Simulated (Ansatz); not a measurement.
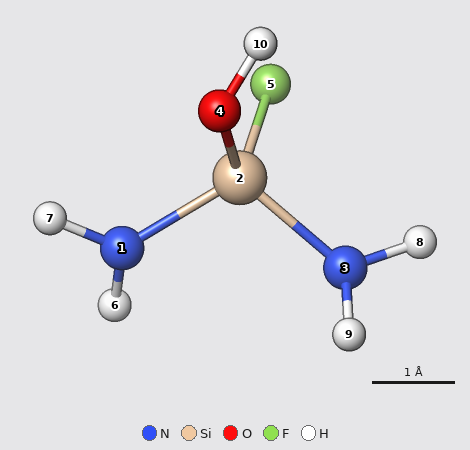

The structure as given in the input (ball-and-stick view, seen at a tilt; atoms are numbered from 1 in the order of the input).

## SiN2H5OF: frequency calculation

The run: frequency calculation of SiN2H5OF. Method and program: MP2/6-31G*, RHF (Ansatz 0.2.0).

The geometry was optimised with MP2/6-31G*. Figures and captions count atoms from 1; the log counts them from 0 in places.

Input file
```yaml
crystal:
  periodic: [false, false, false]
  atoms:
    - symbol: N
      position_ang: [-0.408825, 1.502004, -0.002840]
    - symbol: Si
      position_ang: [0.064680, -0.100091, -0.298976]
    - symbol: N
      position_ang: [-0.525793, -1.062780, 0.984729]
    - symbol: O
      position_ang: [1.697608, 0.022145, -0.585391]
    - symbol: F
      position_ang: [-0.537473, -0.846229, -1.610360]
    - symbol: H
      position_ang: [-1.334506, 1.724743, 0.334501]
    - symbol: H
      position_ang: [0.052317, 2.278780, -0.455735]
    - symbol: H
      position_ang: [-0.710385, -2.047952, 0.849485]
    - symbol: H
      position_ang: [-0.275781, -0.847465, 1.940784]
    - symbol: H
      position_ang: [2.061158, -0.674356, -1.153297]
basis:
  gaussian:
    orbitals: "6-31G*"
total_charge: 0
correlation:
  method: mp2
phonons:
  temperatures:
    t_min: 298.15
    t_max: 298.15
    t_step: 1
```

Launched with:
```bash
ansatz run input.yaml --threads 1 --pin off --max-ram 3480MiB --events-out events.jsonl --progress --plain --runs-dir runs
```

Output
```
Functional definition: HF
  name "HF"
  exchange = exact_x
  correlation = 0
these checks for a lower state are left out or cut short: cluster_reference
935 factors; integrals over basis functions are off by at most 4.0e-4 eV
mean field evaluation 1: about -15647.6005 eV, gradient 5.0e1 eV
mean field evaluation 2: about -15647.6612 eV, gradient 5.0e1 eV
mean field evaluation 4: about -15652.2231 eV, gradient 2.9e0 eV
mean field evaluation 8: about -15652.2537 eV, gradient 1.1e-4 eV
mean field -15652.25368183 eV, -575.2097133285 hartree, gradient 3.1e-6 eV, S^2 0.000000; 0 other end points of the search recorded, 0 dependent functions left out
9 core orbitals not correlated: weight in the atoms' cores, before any rotation towards them, 1.000 or more for the frozen orbitals, at most 0.000 for the correlated occupied ones
reference -15652.25368183 eV, -575.2097133285 hartree; 16, 16 occupied and 64, 64 virtual orbitals, 935 factors
second order -20.73661340 eV of doubles, -0.00000000 eV of singles
the calculation of the forces begins
these checks for a lower state are left out or cut short: starts, cluster_reference, orbital_swaps, neighbouring_geometries, increment
935 factors; integrals over basis functions are off by at most 4.0e-4 eV
mean field evaluation 16: about -15652.2528 eV, gradient 6.1e-5 eV
mean field -15652.25282508 eV, -575.2096818435 hartree, gradient 1.9e-6 eV, S^2 0.000000; 0 other end points of the search recorded, 0 dependent functions left out
[... from here on the field's lines of each further geometry are left out, up to the last ...]
9 core orbitals not correlated: weight in the atoms' cores, before any rotation towards them, 1.000 or more for the frozen orbitals, at most 0.000 for the correlated occupied ones
reference -15652.25539111 eV, -575.2097761435 hartree; 16, 16 occupied and 64, 64 virtual orbitals, 935 factors
second order -20.73484896 eV of doubles, -0.00000000 eV of singles
the calculation of the forces begins
these checks for a lower state are left out or cut short: starts, cluster_reference, orbital_swaps, neighbouring_geometries, increment
935 factors; integrals over basis functions are off by at most 4.0e-4 eV
mean field -15652.25185740 eV, -575.2096462820 hartree, gradient 9.9e-7 eV, S^2 0.000000; 0 other end points of the search recorded, 0 dependent functions left out
9 core orbitals not correlated: weight in the atoms' cores, before any rotation towards them, 1.000 or more for the frozen orbitals, at most 0.000 for the correlated occupied ones
reference -15652.25185740 eV, -575.2096462820 hartree; 16, 16 occupied and 64, 64 virtual orbitals, 935 factors
second order -20.73838232 eV of doubles, -0.00000000 eV of singles
the calculation of the forces begins
Total energy: -15672.99029522 eV, -575.9717698151 hartree
Atom 0 at    -0.408825     1.502004    -0.002840 Å, force     0.000402    -0.000543    -0.000209 eV/Å
Atom 1 at     0.064680    -0.100091    -0.298976 Å, force     0.000206     0.000360    -0.001738 eV/Å
Atom 2 at    -0.525793    -1.062780     0.984729 Å, force     0.000317    -0.000292     0.000204 eV/Å
Atom 3 at     1.697608     0.022145    -0.585391 Å, force     0.000019    -0.000356     0.000382 eV/Å
Atom 4 at    -0.537473    -0.846229    -1.610360 Å, force     0.000116     0.000441     0.000644 eV/Å
Atom 5 at    -1.334506     1.724743     0.334501 Å, force    -0.000448     0.000272     0.000499 eV/Å
Atom 6 at     0.052317     2.278780    -0.455735 Å, force    -0.000114     0.000536    -0.000096 eV/Å
Atom 7 at    -0.710385    -2.047952     0.849485 Å, force     0.000298    -0.000385     0.000365 eV/Å
Atom 8 at    -0.275781    -0.847465     1.940784 Å, force    -0.000541     0.000126    -0.000136 eV/Å
Atom 9 at     2.061158    -0.674356    -1.153297 Å, force    -0.000255    -0.000161     0.000084 eV/Å
Dipole moment:    -0.011975    -0.087287     0.194879 e Å
Vibrations: 177.59 226.91 272.71 275.10 337.17 360.44 369.44 391.53 423.45 471.36 758.00 829.40 858.31 893.72 919.61 991.20 1031.78 1639.80 1648.27 3630.86 3645.29 3740.26 3758.34 3838.14 cm⁻¹, zero-point energy 1.952048 eV
Checks for a lower state left out: cluster_reference
```

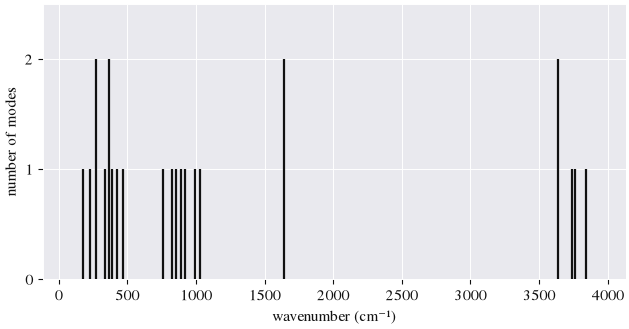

Harmonic vibrational wavenumbers from the force constants; neighbouring modes closer than 17 cm⁻¹ are counted in one stick. 24 modes from 178 to 3838 cm⁻¹, none imaginary.

Summary

```tsv
quantity	value
outcome	converged
total energy	−575.971770 hartree
SCF energy	−575.209713 hartree
MP2 energy	−575.971770 hartree
correlation energy	−0.762056 hartree
basis functions	89
largest force	0.002 eV/Å
SCF solution under orbital rotations	stable
zero-point energy	0.071736 hartree
wavenumbers, lowest and highest	178 and 3838 cm⁻¹
hardware	1 thread of Arm Neoverse V2, 112 GiB of memory available, shared host
wall time	3.7 min
peak memory	0.19 GiB
```
